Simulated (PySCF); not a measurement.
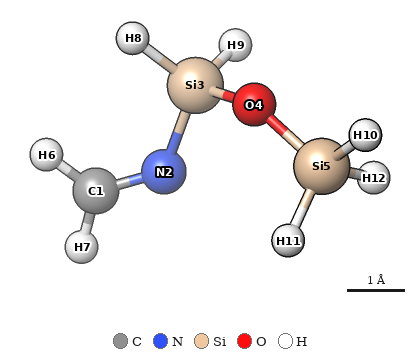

The structure (ball-and-stick view, seen at a tilt; atoms are numbered from 1 in the order of the input). Bond lengths as drawn: C–H 1.11 Å, C–N 1.26 Å, H–Si 1.49 Å, N–Si 1.75 Å and O–Si 1.65 to 1.66 Å.

# Two runs on CH7NOSi2

System: CH7NOSi2.
Method of the first run: GIAO PBE0/6-31G* NMR shielding, non-relativistic, gas phase (PySCF 2.14.0).

The geometry comes from this level: PBE0-D3(BJ)/def2-SVP. Text and figures count atoms from 1; the logs count them from 0 in places.

## Input, the first run
```
{"job": {"kind": "nmr", "xc": "PBE0", "basis": "6-31G*", "pop": true}, "charge": 0, "multiplicity": 1}
C      2.345031     0.791461     0.401939
N      1.264666     0.571975    -0.210435
Si     0.496176    -0.989266    -0.410531
O     -1.067163    -0.844418     0.101809
Si    -2.312170     0.258949     0.056129
H      2.961249     0.008220     0.896316
H      2.749103     1.818618     0.481660
H      1.149578    -2.063513     0.398048
H      0.542680    -1.316422    -1.863344
H     -3.568614    -0.464006     0.401254
H     -2.081313     1.350112     1.047307
H     -2.439742     0.850766    -1.309653
```

The first line tells a small driver script what to run in PySCF; the rest is the geometry in Å.

Command:
```bash
OMP_NUM_THREADS=1 python <driver script> task.json out
```

Hardware: 1 CPU thread, shared host.

## Output (the first run)
```
coarse grid: 10824 points
cycle   1  E = -750.7887999607  dE =  3.149e-01  |g| = 7.638e-01  |ddm| = 3.119e+00
cycle   2  E = -750.5333600875  dE =  2.554e-01  |g| = 1.343e+00  |ddm| = 1.622e+00
cycle   3  E = -750.9045819459  dE = -3.712e-01  |g| = 7.351e-02  |ddm| = 1.123e+00
cycle   4  E = -750.9055706684  dE = -9.887e-04  |g| = 4.628e-02  |ddm| = 1.098e-01
cycle   5  E = -750.9060805081  dE = -5.098e-04  |g| = 1.428e-02  |ddm| = 4.325e-02
cycle   6  E = -750.9061248131  dE = -4.430e-05  |g| = 3.265e-03  |ddm| = 1.335e-02
cycle   7  E = -750.9061272088  dE = -2.396e-06  |g| = 4.216e-04  |ddm| = 3.395e-03
final grid: 94864 points
cycle   8  E = -750.8480277022  dE = -6.116e-06  |g| = 6.676e-03  |ddm| = 1.103e-02
cycle   9  E = -750.8480156230  dE =  1.208e-05  |g| = 1.022e-02  |ddm| = 1.383e-02
cycle  10  E = -750.8480374896  dE = -2.187e-05  |g| = 1.162e-03  |ddm| = 8.251e-03
cycle  11  E = -750.8480378080  dE = -3.183e-07  |g| = 1.843e-04  |ddm| = 9.257e-04
cycle  12  E = -750.8480378137  dE = -5.708e-09  |g| = 9.990e-05  |ddm| = 2.147e-04
cycle  13  E = -750.8480378158  dE = -2.183e-09  |g| = 1.656e-05  |ddm| = 9.528e-05
cycle  14  E = -750.8480378159  dE = -5.934e-11  |g| = 2.950e-06  |ddm| = 1.895e-05
converged SCF energy = -750.8480378159

GIAO shielding tensors (ppm)
atom      isotropic    diamagn.    paramagn.     s11        s22        s33       span
  0 C       33.375     255.074    -221.699    -53.125     13.677    139.574    192.699
  1 N     -110.208     325.894    -436.101   -456.024   -145.623    271.023    727.047
  2 Si     419.775     881.843    -462.068    383.569    413.014    462.742     79.172
  3 O      309.495     393.460     -83.965    261.334    304.800    362.351    101.017
  4 Si     426.855     879.918    -453.063    391.953    396.155    492.456    100.503
  5 H       23.485      29.159      -5.674     21.745     22.727     25.983      4.238
  6 H       23.550      28.750      -5.200     22.613     23.759     24.277      1.665
  7 H       26.625      29.850      -3.225     23.681     24.869     31.327      7.646
  8 H       26.302      29.659      -3.357     23.377     24.609     30.920      7.543
  9 H       26.701      28.149      -1.448     23.495     25.130     31.478      7.983
 10 H       26.685      29.741      -3.056     23.267     25.378     31.410      8.143
 11 H       26.431      29.222      -2.791     23.472     24.969     30.852      7.380
```

For the second run the input was changed thus:
```diff
-"basis": "6-31G*"
+"basis": "aug-cc-pVDZ"
```

How does the second run compare with the first run?

The total energy of the second run is 32.7 kcal/mol lower, which measures the change of basis and not a stability. The HOMO goes from −7.11 to −7.29 eV. The LUMO goes from −0.82 to −1.22 eV. The dipole moment goes from 1.51 to 1.57 D. Of all shieldings, the largest change is that of Si5, by +20.3 ppm. Diffuse functions give room to the loosely bound empty orbitals, which lowers the LUMO. The number of SCF iterations is the same. The basis functions go from 92 to 186.

## Output (the second run)
```
coarse grid: 10824 points
cycle   1  E = -750.7692773000  dE =  3.551e-01  |g| = 7.672e-01  |ddm| = 7.903e+00
cycle   2  E = -750.4817927217  dE =  2.875e-01  |g| = 1.399e+00  |ddm| = 3.024e+00
cycle   3  E = -750.8842814257  dE = -4.025e-01  |g| = 7.759e-02  |ddm| = 1.960e+00
cycle   4  E = -750.8854849112  dE = -1.203e-03  |g| = 4.456e-02  |ddm| = 2.862e-01
cycle   5  E = -750.8859690144  dE = -4.841e-04  |g| = 1.376e-02  |ddm| = 9.129e-02
cycle   6  E = -750.8860087594  dE = -3.974e-05  |g| = 4.401e-03  |ddm| = 2.496e-02
cycle   7  E = -750.8860130090  dE = -4.250e-06  |g| = 5.910e-04  |ddm| = 7.472e-03
final grid: 94864 points
cycle   8  E = -750.9000827647  dE = -6.677e-06  |g| = 7.046e-03  |ddm| = 8.539e-02
cycle   9  E = -750.9000669991  dE =  1.577e-05  |g| = 1.126e-02  |ddm| = 2.825e-02
cycle  10  E = -750.9000934444  dE = -2.645e-05  |g| = 1.289e-03  |ddm| = 1.696e-02
cycle  11  E = -750.9000938346  dE = -3.902e-07  |g| = 2.136e-04  |ddm| = 2.215e-03
cycle  12  E = -750.9000938435  dE = -8.948e-09  |g| = 1.063e-04  |ddm| = 4.938e-04
cycle  13  E = -750.9000938459  dE = -2.419e-09  |g| = 2.298e-05  |ddm| = 1.712e-04
cycle  14  E = -750.9000938461  dE = -1.287e-10  |g| = 3.343e-06  |ddm| = 5.881e-05
converged SCF energy = -750.9000938461

GIAO shielding tensors (ppm)
atom      isotropic    diamagn.    paramagn.     s11        s22        s33       span
  0 C       27.785     237.448    -209.663    -64.659      7.005    141.010    205.669
  1 N     -125.244     284.627    -409.871   -479.591   -160.507    264.367    743.957
  2 Si     430.571     888.660    -458.089    393.043    423.692    474.978     81.936
  3 O      315.270     384.914     -69.644    272.117    309.842    363.852     91.736
  4 Si     447.173     886.778    -439.605    404.694    412.089    524.735    120.041
  5 H       22.374      33.387     -11.013     20.395     21.878     24.850      4.455
  6 H       22.443      34.293     -11.851     21.495     22.498     23.335      1.840
  7 H       26.109      29.355      -3.246     23.040     24.435     30.853      7.813
  8 H       25.849      27.899      -2.050     22.826     24.222     30.499      7.673
  9 H       26.240      27.030      -0.790     23.005     24.679     31.036      8.031
 10 H       26.199      28.365      -2.165     22.774     24.818     31.007      8.233
 11 H       25.987      28.007      -2.020     22.869     24.462     30.631      7.761
```

## The two runs side by side

```tsv
quantity	the first run	the second run
outcome	converged	converged
total energy (hartree)	−750.848038	−750.900094
HOMO (eV)	−7.11	−7.29
LUMO (eV)	−0.82	−1.22
dipole moment (D)	1.51	1.57
shielding of C1 (ppm)	33.4	27.8
shielding of N2 (ppm)	−110.2	−125.2
shielding of Si3 (ppm)	419.8	430.6
shielding of O4 (ppm)	309.5	315.3
shielding of Si5 (ppm)	426.9	447.2
shielding of H6 (ppm)	23.5	22.4
shielding of H7 (ppm)	23.5	22.4
SCF iterations	14	14
basis functions	92	186
wall time (shared host)	12 s	30 s
```
